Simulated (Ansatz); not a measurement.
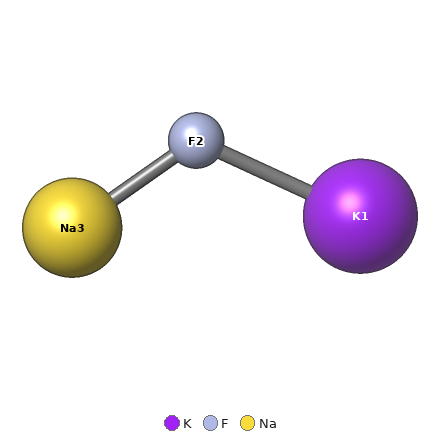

The system is K⁺ + FNa; the picture shows the reference structure. Coordinates scanned: (1) distance K1–F2; (2) distance F2–Na3. Nothing is relaxed (the angle K1–F2–Na3 is fixed at 120 degrees). Grid: 17 × 17 points. Energies: kJ/mol, counted from the lowest grid point. The D4 coefficients can switch as the alkali atoms part, which puts small steps into the map. The calculation used RKS PBE0-D4/def2-SVPD (Ansatz).

Its coordinates:

| atom | x (Å) | y (Å) | z (Å) |
| --- | --- | --- | --- |
| K | -2.3760 | 0.0000 | 0.0000 |
| F | 0.0000 | 0.0000 | 0.0000 |
| Na | 0.9845 | 1.7052 | 0.0000 |

Range: distance K1–F2 from 2.104 to 4.504 Å; distance F2–Na3 from 1.808 to 4.208 Å.

### Predict the map.

The lowest grid point is at distance K1–F2 = 2.376 Å, distance F2–Na3 = 1.969 Å. The highest grid point, distance K1–F2 = 4.504 Å, distance F2–Na3 = 4.208 Å, lies 345 kJ/mol above the lowest.

```
distance F2–Na3 ↓, distance K1–F2 →  2.169  2.376  2.633  2.923  3.240  3.579  3.936  4.311
                              4.208    164    163    186    219    251    283    311    334
                              3.826    147    145    166    197    228    258    285    308
                              3.459    126    123    142    171    199    228    254    276
                              3.111    102     96    113    140    166    193    218    238
                              2.783     76     68     82    106    128    154    177    196
                              2.479     45     36     49     73     94    117    138    155
                              2.204     19      8     19     42     62     82    101    117
                              1.969     13      0     10     30     51     68     85    100
                              1.808     36     22     30     50     70     85    101    115
```

The table holds every second grid line.

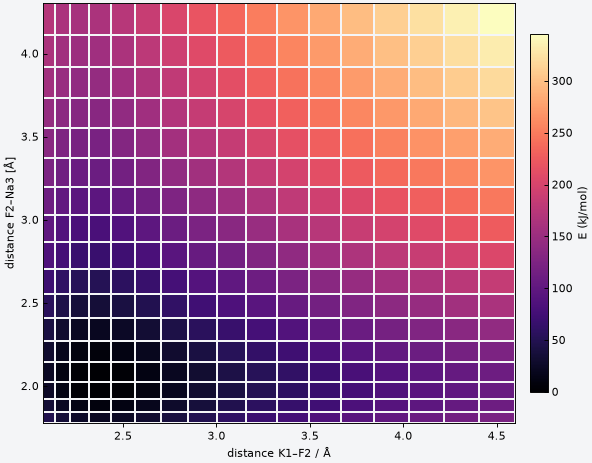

Drawn: one coloured cell a grid point.

The whole map (289 points run) took 14 min on 1 thread of Arm Neoverse V1, on a shared host.
